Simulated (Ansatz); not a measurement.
Input file:

```
crystal:
  periodic: [false, false, false]
  atoms:
    - {symbol: Cu, position_ang: [0.044312, -0.007562, -1.628115]}
    - {symbol: Cl, position_ang: [0.558160, -0.095510, 0.546500]}
    - {symbol: H, position_ang: [-0.602470, 0.103072, 1.081615]}
basis:
  gaussian: {orbitals: "def2-TZVPPD.json"}
total_charge: 1
hamiltonian: {xc: pbe0, dispersion: d4}
output: {orbitals: {seedname: orbitals}}
```

Launched as:

```sh
ansatz run in.yaml --threads 2 --pin off --events-out ev --progress --plain --max-ram 5222MiB
```

Geometry: PBE0-D4/def2-TZVP.

Computed with RKS PBE0-D4/def2-TZVPPD in Ansatz 0.2.0.

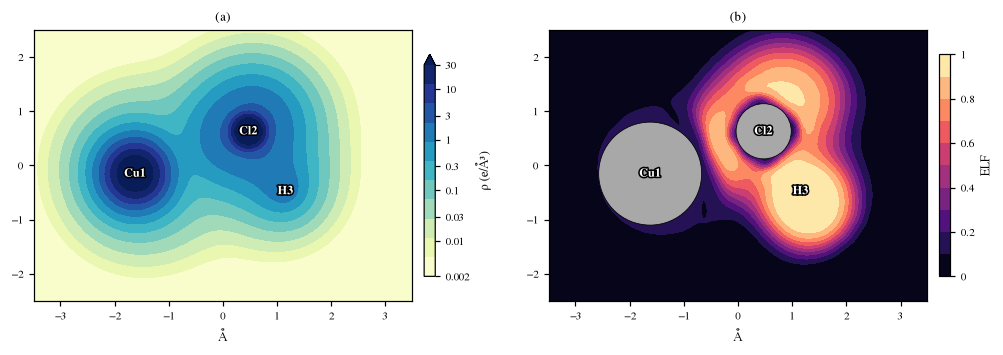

ClCuH (charge +1). (a) electron density; (b) ELF on the molecular plane. Grey discs cover the atomic cores in the ELF map.

Q: Read the bonding off the picture.

A: The section cuts through Cu, Cl and H sites. Cu–Cl (2.24 Å): ρ at the midpoint is about 0.55 e/Å³; the ELF peaks at about 0.90 in the valence shell of Cl, 0.8 Å from its nucleus, and is about 0.40 at the midpoint. Cl–H (1.29 Å): ρ at the midpoint is about 2 e/Å³; the ELF climbs to about 1 towards the hydrogen, as it does in any bond to H (an ordinary covalent bond to hydrogen).
